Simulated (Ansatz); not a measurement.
**Profile along the Al–Al line in TiAl (CuAu type, space group P4/mmm)**

TiAl (CuAu type, space group P4/mmm)

```cif
data_AlTi
_chemical_formula_sum 'Al1 Ti1'
_space_group_name_H-M_alt 'P4/mmm'
_space_group_IT_number 123
_space_group_name_Hall '-P 4 2'
_cell_length_a 2.79703
_cell_length_b 2.79703
_cell_length_c 4.03197
_cell_angle_alpha 90.000
_cell_angle_beta 90.000
_cell_angle_gamma 90.000
loop_
_atom_site_label
_atom_site_type_symbol
_atom_site_symmetry_multiplicity
_atom_site_Wyckoff_symbol
_atom_site_fract_x
_atom_site_fract_y
_atom_site_fract_z
_atom_site_occupancy
Al1 Al 1 d 0.50000 0.50000 0.50000 1
Ti1 Ti 1 a 0.00000 0.00000 0.00000 1
```

Fields along a shortest Al–Al line of a (0 -1 1) plane (2.80 Å), from Al to Al, interpolated on the slice's grid (step about 0.2 Å). All values below come from PBEsol (plane waves to 420 eV, PAW, scalar-relativistic; Ansatz, an electronic-structure program). k mesh 17×17×12. These are valence fields of a PAW run, semicore shells included where kept as valence: close to a nucleus they are smooth pseudo fields. The PAW data are Ansatz's earlier set. TiAl is run without spin polarisation. TiAl was relaxed with its symmetry unable to fall.

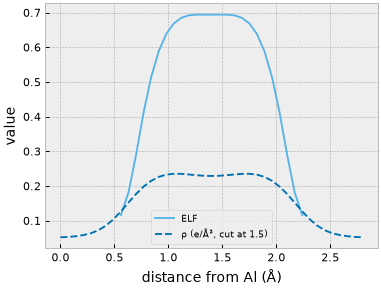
Fig. 1. ELF (away from the nuclei) and valence density from Al to Al.

Density on the Al–Al line (2.80 Å) at its midpoint: 0.23 e/Å³. ELF at that point: 0.69. ELF maximum in the middle third of the Al–Al line: 0.69, 1.4 Å from Al.
